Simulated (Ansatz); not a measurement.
# BrGeHO: the cost of one run

All numbers are computed with Ansatz 0.2.0 through its Python package. Level of theory: PBE0/def2-SVP.

## Step 1: The system

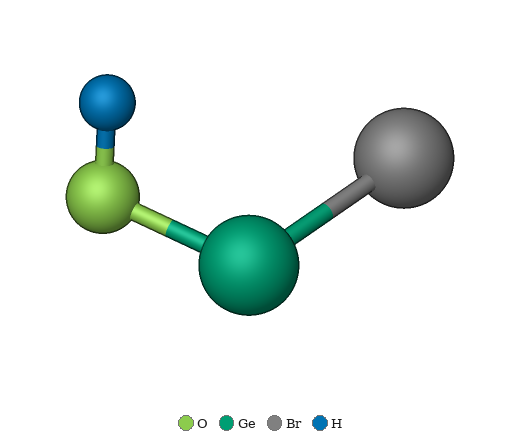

The starting structure, viewed from a chosen angle; oxygen green, germanium teal, bromine grey, hydrogen blue.

The script holds or builds the structure itself.

## Step 2: The code

The input, brgeho.py:

```python
# -*- coding: utf-8 -*-
"""Restricted and unrestricted solutions of BrGeHO, stretched and not."""

import ansatz as az
import numpy as np

geometry_ang = [
    ("O", (-0.8753, 0.2995, -0.7475)),
    ("Ge", (-0.5032, -0.4243, 0.7998)),
    ("Br", (1.6976, -1.087, 0.7437)),
    ("H", (-0.2635, 1.1515, -0.8162)),
]
mol = az.Crystal.molecule()
for symbol, xyz in geometry_ang:
    mol = mol.atom(symbol, xyz)
symbols = [site.symbol for site in mol.cartesian_sites]

start = np.array([site.position_ang for site in mol.cartesian_sites])
for factor in [1.0, 1.25, 1.6]:
    xyz = (start - start.mean(axis=0)) * factor
    scaled = az.Crystal.molecule()
    for symbol, place in zip(symbols, xyz):
        scaled = scaled.atom(symbol, place.tolist())
    calc = scaled.calculation().basis(gaussian="def2-SVP").functional("pbe0").spin("collinear")
    for search in ("off", "standard"):
        try:
            data = calc.scf(lower_state_search=search).run().report
        except az.AnsatzError as error:
            print(f"x{factor} search {search}: {type(error).__name__}")
            continue
        state = data["mean_field"]["state"]
        print(f"all distances x{factor}, search {search:8s} E = {data['free_energy_ev']:.5f} eV  <S^2> = {abs(state['spin_squared']):.3f}  other states met: {len(data['mean_field']['others'])}")
```

## Step 3: The calls as engine input

The package turns the script's settings into the engine's input (first run):

```yaml
crystal:
  periodic: [false, false, false]
  atoms:
    - { symbol: O, position_ang: [-0.8892, 0.314575, -0.74245] }
    - { symbol: Ge, position_ang: [-0.5171, -0.409225, 0.80485] }
    - { symbol: Br, position_ang: [1.6837, -1.071925, 0.74875] }
    - { symbol: H, position_ang: [-0.27740000000000004, 1.166575, -0.81115] }
basis:
  gaussian:
    orbitals: def2-SVP
hamiltonian:
  xc: pbe0
magnetization:
  spin_polarized: true
scf:
  lower_state_search: "off"
```

## Step 4: Running it

The run is started by

```
python brgeho.py
```

What time and memory should one allow on 1 thread of Intel Xeon Platinum 8375C at 2.90GHz (Ice Lake), shared host?

About 46 s, with a peak of 0.38 GiB.
